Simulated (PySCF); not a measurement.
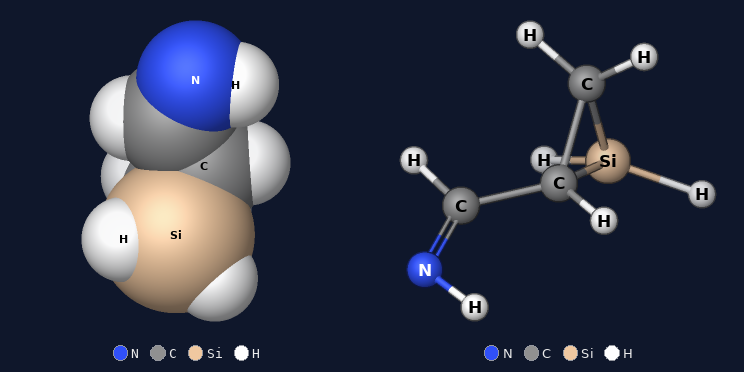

Two views of one molecule.

> Which formula does it have?

C3H7NSi, 12 atoms: 3 carbon, 7 hydrogen, 1 nitrogen and 1 silicon.

> What is its SMILES?

[H]/N=C\[C@@H]1C[SiH2]1

> Which point group does it belong to?

C1.

> Does it have rings?

Independent rings (smallest set): 1 of 3 members.

> Count the bonded pairs by element.

4 C–H, 2 C–C, 2 C–Si, 2 Si–H, 1 N–H, 1 C–N.

The parts below concern this one geometry. Atoms keep their numbers from picture to picture. The computed structure is the end point of a PBE0-D3(BJ)/def2-SVP optimisation. No frequency run is at hand to confirm it as a minimum.

## Shape

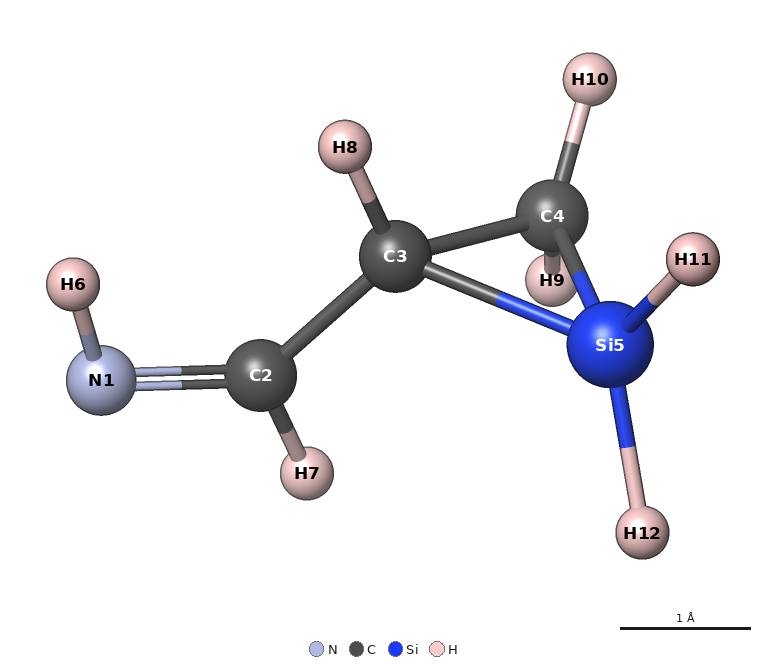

Numbered structure. No frequency run is at hand to confirm it as a minimum.

> What is the geometry at N1?

N1 has 2 neighbours (C2 at 1.27, H6 at 1.03 Å); the arrangement is bent.

> Describe the coordination of atom 2.

C2 has 3 neighbours (N1 at 1.27, C3 at 1.48, H7 at 1.11 Å); the arrangement is trigonal planar.

> Which bond is the longest?

C3–Si5, 1.890 Å.

> What is the dihedral angle C2–C3–C4–Si5?

112° in size, that is anticlinal.

## Core levels

No frequency run is at hand to confirm it as a minimum. Properties computed with delta-SCF UKS PBE, pcX-2 on the ionised atom, pcseg-1 elsewhere, spin-free X2C (PySCF 2.14.0).

Give the core-electron binding energies (to vacuum; p and d levels without spin–orbit splitting) of N1 1s, C2 1s, C3 1s, C4 1s, Si5 1s, Si5 2p.

| atom | level | binding energy (eV) |
| --- | --- | --- |
| N1 | 1s | 403.0 |
| C2 | 1s | 290.8 |
| C3 | 1s | 289.8 |
| C4 | 1s | 289.7 |
| Si5 | 1s | 1843.3 |
| Si5 | 2p | 106.4 |

## Levels of theory compared

No frequency run is at hand to confirm it as a minimum. Program: PySCF 2.14.0.

Tabulate HOMO energy (eV), HOMO–LUMO gap (eV) at these levels: PBE0/6-31+G*; PBE0/aug-cc-pVDZ; PBE0/def2-TZVP; PBE0/def2-TZVPD.

```
           level  HOMO energy (eV)  HOMO–LUMO gap (eV)
    PBE0/6-31+G*             −6.95                6.45
PBE0/aug-cc-pVDZ             −6.95                6.39
  PBE0/def2-TZVP             −6.93                6.50
 PBE0/def2-TZVPD             −6.95                6.41
```

## Excitation

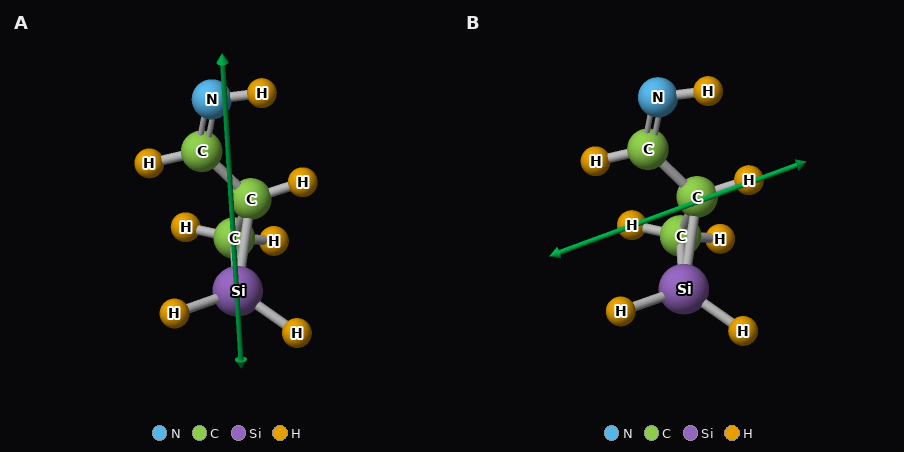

The double arrows show the directions of two transition dipoles from the ground state (lengths mean nothing). No frequency run is at hand to confirm it as a minimum. Level of theory: TDDFT PBE0/aug-cc-pVDZ, vertical, gas phase, core orbitals frozen in the response (PySCF 2.14.0).

> One belongs to singlet state 4 and one to singlet state 7. Which is which?

A: state 4, 5.98 eV (207 nm), oscillator strength 0.089, of mixed character, with the largest part HOMO → LUMO+2 (weight 0.45).
B: state 7, 6.43 eV (193 nm), oscillator strength 0.017, of mixed character, with the largest part HOMO → LUMO+4 (weight 0.35).
